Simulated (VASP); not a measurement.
Band structure of CdS (space group P6_3mc). All values below come from LDA (Ceperley-Alder, Perdew-Zunger), VASP's LDA PAW potentials (set 64) (plane waves; VASP).

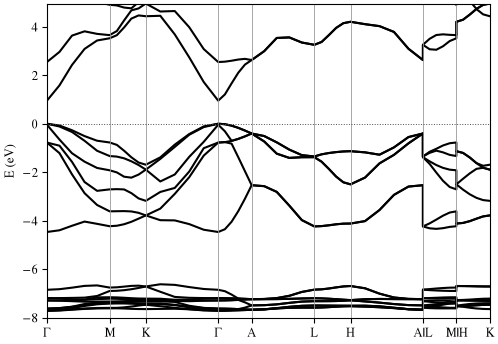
Figure: Bands along high-symmetry lines, zero at the valence-band maximum or, without a gap, the Fermi level

Task: Read the plot: is there a gap, and where are the band edges?

Result: The gap is indirect, 0.95 eV, from the valence maximum at Γ to the conduction minimum at Γ.

The structure is a typed CdS crystal. The cell was not relaxed at this level.
